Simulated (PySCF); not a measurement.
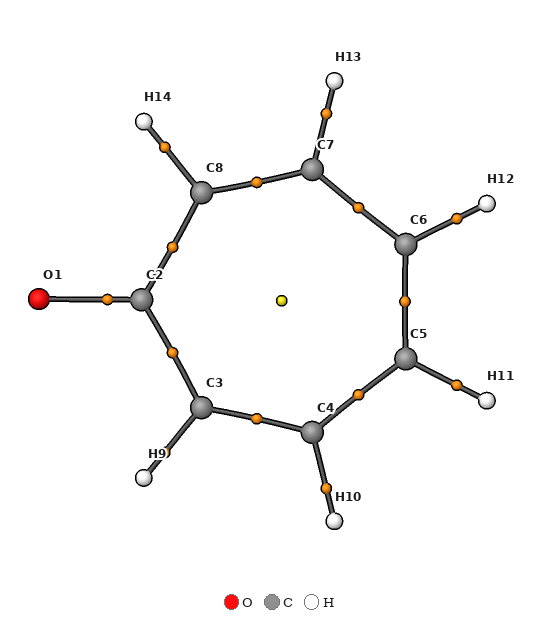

*C₇H₆O, SMILES `O=C1C=CC=CC=C1`. Molecular graph of the electron density (QTAIM): bond paths, bond critical points (orange), ring points (yellow, if any); weak paths are dashed.*

PySCF calculation, B3LYP/def2-SVPD, gas phase; geometry: GFN2-xTB. No frequency check shows the geometry to be a minimum.

The calculation's input:

```python
import numpy as np
from pyscf import gto, scf, dft
from pyscf.scf import atom_ks, atom_hf
from scipy.linalg import block_diag

def solve(mol, dm0=None, hcore=None):
    mf = (dft.UKS if mol.spin else dft.RKS)(mol, xc='b3lyp')
    mf.grids.level = 3
    mf = mf.density_fit(auxbasis='def2-universal-jkfit')
    mf.conv_tol, mf.max_cycle = 1e-8, 80
    if hcore is not None:
        mf.get_hcore = lambda *args: hcore
    mf.kernel(dm0)
    if not mf.converged:
        mf = mf.newton().run(mf.mo_coeff, mf.mo_occ, max_cycle=30)
    assert mf.converged, 'SCF not converged'
    return mf

mol = gto.M(atom='''
O      2.54499    -0.00005     0.00000
C      1.31947     0.00001     0.00000
C      0.60503     1.27440     0.00000
C     -0.71555     1.55811     0.00000
C     -1.83180     0.67839     0.00000
C     -1.83187    -0.67826     0.00000
C     -0.71570    -1.55809     0.00000
C      0.60490    -1.27450     0.00000
H      1.29414     2.11167     0.00000
H     -0.97939     2.61000     0.00000
H     -2.79785     1.16803     0.00000
H     -2.79796    -1.16781     0.00000
H     -0.97964    -2.60995     0.00000
H      1.29394    -2.11184     0.00000
''', basis='def2-svpd', charge=0, spin=0, verbose=4)
mf = solve(mol)
mf.analyze()
# spherically averaged free atoms, for the promolecule
atm = atom_ks.get_atm_nrks(mol, xc='b3lyp')
pro = block_diag(*[(atm[a[0]][2] * atm[a[0]][3]) @ atm[a[0]][2].T for a in mol._atom])
np.savez('result.npz', e=mf.e_tot, c=mf.mo_coeff, occ=mf.mo_occ, eps=mf.mo_energy, pro=pro, dip=mf.dip_moment(verbose=0), s2=mf.spin_square()[0])
```

Command:

```sh
OMP_NUM_THREADS=1 python input.py
```

The run took 72 s on 1 thread of Arm Neoverse V1, with other jobs on the host, peak memory 0.82 GiB.

Partitions, critical points and surface values were worked out afterwards from this run's density.

### How many critical points of each kind are there, and does the count close?

14 nuclei, 14 bond, 1 ring and 0 cage critical points: 14 − 14 + 1 − 0 = 1, as the Poincaré–Hopf relation requires.

### Tabulate density, Laplacian, ellipticity and energy density at the bond critical points (atomic units).

```csv
bond,length (Å),ρ (a.u.),∇²ρ (a.u.),ε,H (a.u.)
O1–C2,1.226,0.401,+0.05,0.05,−0.711
C3–C4 (2 alike),1.351,0.332,−0.89,0.26,−0.341
C5–C6,1.357,0.330,−0.88,0.26,−0.335
C4–C5 (2 alike),1.421,0.295,−0.76,0.12,−0.269
C3–H9 (2 alike),1.084,0.286,−1.11,0.01,−0.314
C5–H11 (2 alike),1.083,0.286,−1.09,0.01,−0.313
C4–H10 (2 alike),1.084,0.285,−1.09,0.01,−0.312
C2–C3 (2 alike),1.461,0.281,−0.71,0.10,−0.246
```

### What kind of interaction is C3–C4?

Shared-shell (covalent): ρ = 0.332, ∇²ρ = −0.89, H = −0.341 a.u. Its ellipticity of 0.26 shows that the density isn't cylindrical about the bond.
